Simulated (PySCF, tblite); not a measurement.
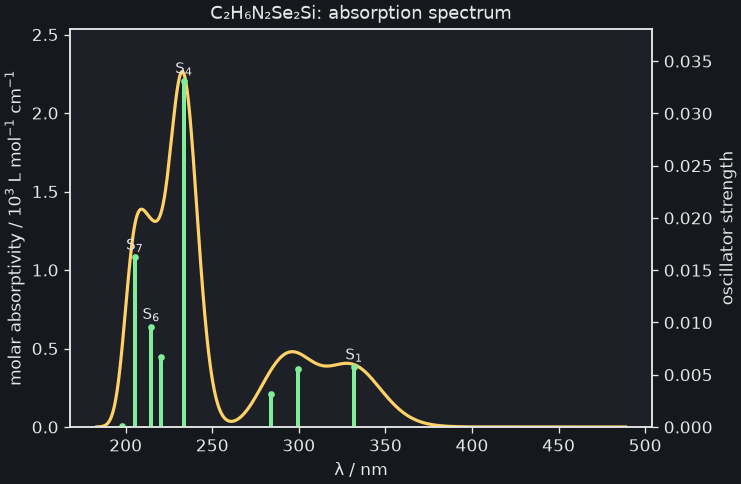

Computed absorption of C₂H₆N₂Se₂Si, SMILES N#CC[Se][Se][SiH2]N. Vertical TDDFT excitations, CAM-B3LYP/def2-SVPD in PySCF 2.14.0, at a GFN2-xTB geometry (a minimum by its frequencies), gas phase. The lowest 8 singlet states are shown; each is broadened by a Gaussian of 1/e half-width 0.25 eV. Sticks give oscillator strengths (right axis).

Question: Does any vertical transition fall in the visible?

Answer: No singlet lies below 3.1 eV (beyond 400 nm), so at this level no vertical transition falls in the visible.

Question: List the transitions behind the spectrum.

Answer:
```csv
state,E (eV),λ (nm),f,main character
S1,3.74,332,0.006,HOMO → LUMO (91 %)
S2,4.14,299,0.006,HOMO−1 → LUMO (92 %)
S3,4.37,284,0.003,HOMO → LUMO+1 (80 %)
S4,5.31,234,0.033,HOMO−1 → LUMO+1 (86 %)
S5,5.63,220,0.007,HOMO−2 → LUMO (76 %)
S6,5.78,215,0.010,HOMO → LUMO+2 (68 %)
S7,6.04,205,0.016,HOMO−1 → LUMO+2 (58 %)
S8,6.26,198,0.000,HOMO → LUMO+3 (38 %)
```

Note: the tight-binding geometry is rougher than a DFT one and adds to the error; spin-orbit coupling is left out, and with Se it can shift these levels and split any degenerate set; one conformer of a flexible molecule; core orbitals are frozen in the response.
